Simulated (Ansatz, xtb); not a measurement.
# A ladder of methods for GeH2S (SMILES [SH][GeH])

The species is GeH2S (4 atoms), meant as a singlet with charge 0. SMILES: `[SH][GeH]`. The coordinates come from a PBE0-D4/def2-TZVP relaxation.

Quantity: the electronic atomisation energy, in eV. The values are calculated. Electronic energies at fixed atoms, without zero-point motion or spin-orbit coupling.

| level | kind | program | value (eV) | less FCI/STO-3G | CPU time (all runs) |
| --- | --- | --- | --- | --- | --- |
| GFN0-xTB | semi-empirical | xtb | 16.47 | +4.97 | under 2 s |
| GFN1-xTB | semi-empirical | xtb | 16.11 | +4.61 | under 2 s |
| HF/STO-3G | Hartree–Fock | Ansatz | 9.56 | -1.94 | 0.33 s |
| revPBE/STO-3G | GGA | Ansatz | 13.85 | +2.35 | 7.8 s |
| r2SCAN/STO-3G | meta-GGA | Ansatz | 13.95 | +2.45 | 27 s |
| r2SCAN0/STO-3G | hybrid meta-GGA | Ansatz | 13.51 | +2.01 | 18 s |
| wB97M-V/STO-3G | range-separated hybrid | Ansatz | 14.28 | +2.78 | 49 s |
| MP2/STO-3G | perturbation theory | Ansatz | 10.93 | -0.57 | 0.36 s |
| CCSDT/STO-3G | coupled cluster or CI | Ansatz | 11.50 | 0.00 | 1.1 s |
| FCI/STO-3G | exact in the basis | Ansatz | 11.50 | 0.00 | 6.7 s |

FCI/STO-3G is exact within its basis and frozen core, so for wave-function methods in that basis the difference is their error; functionals converge differently with the basis, so for them it is only a difference. All-electron rows without a relativistic Hamiltonian named are non-relativistic. The values span 9.56 to 16.47 eV. Spin contamination of the reference (⟨S²⟩ at least 0.1 too high) touches revPBE/STO-3G, r2SCAN/STO-3G, r2SCAN0/STO-3G, wB97M-V/STO-3G. The xTB rows lack spin polarisation, so open shells miss the exchange term that lowers them. All rows use very small basis sets, so even the best lies far from the true value. In the correlated wave-function rows the outer d shell of Ge is correlated, in sets not made for it. Times are those of the runs behind each value, whatever else they computed, on shared processors of several kinds: orders of magnitude only.

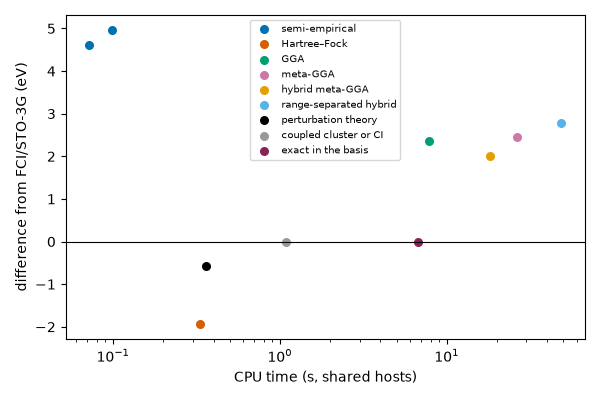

Difference from FCI/STO-3G against processor time, one point a level.
